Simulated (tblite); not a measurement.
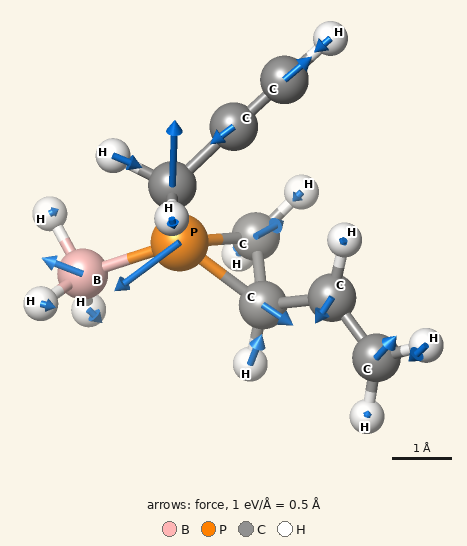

Starting geometry of C7H12BP with the computed forces as blue arrows. Style: ball-and-stick. Shown at a tilt.

Computed with GFN2-xTB geometry optimisation, gas phase in tblite 0.8.0. 

What follows when this structure is relaxed?

It isn't relaxed: the largest force vector, on the P atom, is 2.98 eV/Å. The final displacements have little in common with the starting forces (cosine between the two patterns 0.16). Over 99 geometry steps the energy falls by 66.9 kJ/mol. The atom that moves furthest after the best rigid fit is an H atom (0.55 Å). Largest moves by element: H 0.55 Å, C 0.31 Å, B 0.23 Å, P 0.13 Å. Near-neighbour distances that change, for instance: C–P 1.774 → 1.871 Å, B–P 1.895 → 1.948 Å, C–P 1.767 → 1.819 Å, C–H 1.141 → 1.096 Å. Among the angles between lasting bonds that change: C–P–C 125.2° → 107.2°, C–P–C 119.0° → 106.9°, B–P–C 114.5° → 124.9°.
